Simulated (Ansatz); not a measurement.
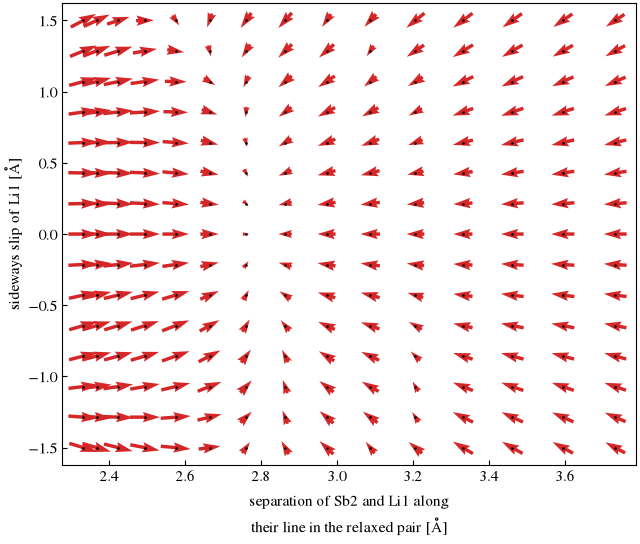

The pair Li···H₃Sb, charge +1. The first coordinate is: separation of Sb2 and Li1 along their line in the relaxed pair; the second: sideways slip of Li1. Nothing is relaxed (both partners rigid). Grid: 15 × 15 points. Points are written as (first, second). Level of theory: Ansatz 0.2.0, RKS PBE0-D4/def2-TZVPD.

Drawn: dots at the grid points, arrows along the force (downhill), their lengths compressed.

**The arrows alone are given. Where is the energy lowest?**

The arrows converge at about (2.777 Å, 0.000 Å) (read from the interpolated surface).

The energy map of the same scan:

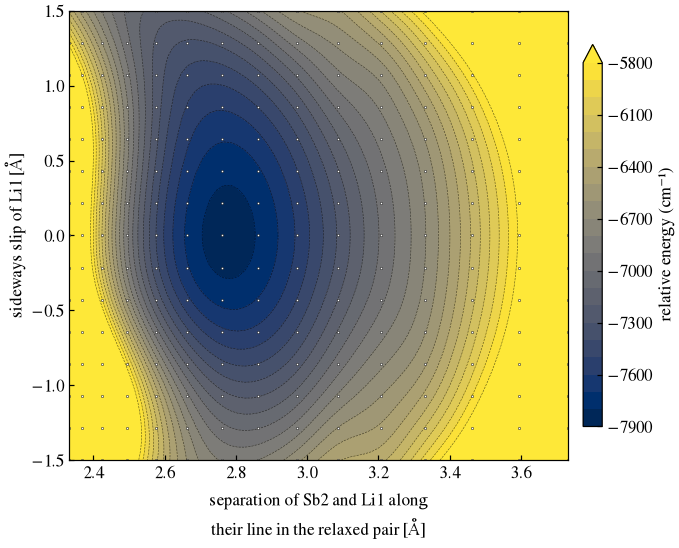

Energies are in cm⁻¹, from the ion and the molecule far apart, frozen as in the relaxed pair, each in its own basis (no counterpoise correction); between grid points the surface is interpolated.
